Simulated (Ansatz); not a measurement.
# Hypothetical P6_3/mmc HgI2, carrier doping

Base system: HgI$_{2}$ (space group P6_3/mmc, No. 194; a = 4.155 Å, c = 14.391 Å; a hypothetical phase, not in the database extracts checked).

Carriers are added at fixed cell with a uniform background; the Fermi–Dirac width is that of 300 K.

Calculations: r2SCAN+rVV10, PAW, 500 eV (Ansatz, a first-principles code; scalar-relativistic without spin-orbit coupling), earlier PAW set.

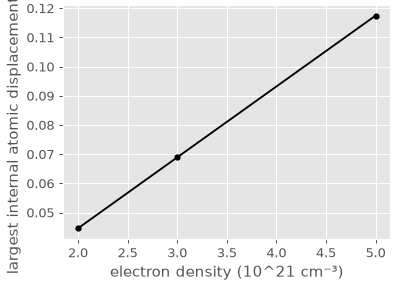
Figure: Largest internal atomic displacement against electron density

```csv
electron density (10^21 cm⁻³),largest internal atomic displacement
2,0.045 Å
3,0.069 Å
5,0.118 Å
```

Carriers are added with a uniform compensating background; total energy and stress of such cells depend on the potential's zero and are not compared; many-body gap narrowing is missing at this level. No phonon test of stability was made.
